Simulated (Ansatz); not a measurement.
How methods differ on SnH3F (SnFH3)

SnH3F: 5 atoms, total charge 0, spin state singlet. As SMILES, `[H][Sn]([H])([H])[F]`. Geometry: a GFN2-xTB relaxation, a rough one for these elements and not checked as a minimum.

```xyz
5

Sn   -0.0026    0.0024   -0.1669
F     0.0117   -0.0193    1.7573
H     1.6192    0.0110   -0.5382
H    -0.8177    1.4085   -0.5125
H    -0.8106   -1.4026   -0.5397
```

Quantity: the energy change with the Sn1–H4 bond stretched from 1.662 to 4.154 Å, in eV. The values are calculated.

```tsv
level	kind	program	value (eV)	less FCI/STO-3G
PBE/STO-3G (restricted)	GGA	Ansatz	5.98	+1.57
revPBE/STO-3G (restricted)	GGA	Ansatz	5.85	+1.44
PBE0/STO-3G (restricted)	global hybrid	Ansatz	7.02	+2.61
wB97M-V/STO-3G (restricted)	range-separated hybrid	Ansatz	7.87	+3.46
RPA@PBE/STO-3G (restricted)	RPA	Ansatz	5.07	+0.66
CCSD/STO-3G (restricted)	coupled cluster or CI	Ansatz	4.66	+0.25
CCSDT/STO-3G (restricted)	coupled cluster or CI	Ansatz	4.43	+0.02
CCSDTQ/STO-3G (restricted)	coupled cluster or CI	Ansatz	4.41	0.00
FCI/STO-3G	exact in the basis	Ansatz	4.41	0.00
```

FCI/STO-3G is exact within its basis and frozen core, so for wave-function methods in that basis the difference is their error; functionals converge differently with the basis, so for them it is only a difference. All-electron rows without a relativistic Hamiltonian named are non-relativistic. The first shape isn't each level's own minimum. The values span 4.41 to 7.87 eV. All rows use very small basis sets, so none should be taken for the real molecule's value. In the correlated wave-function rows the outer d shell of Sn is correlated, in sets not made for it.

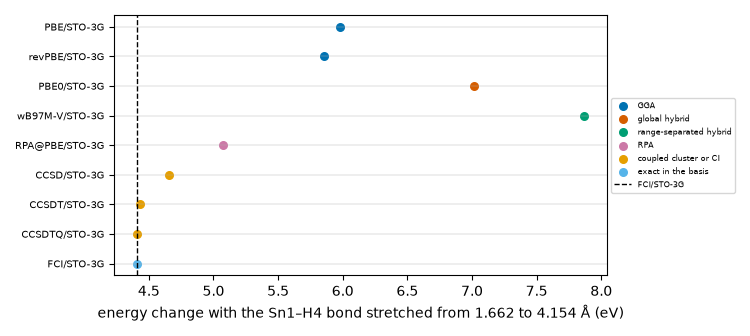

The values of the table, level by level.
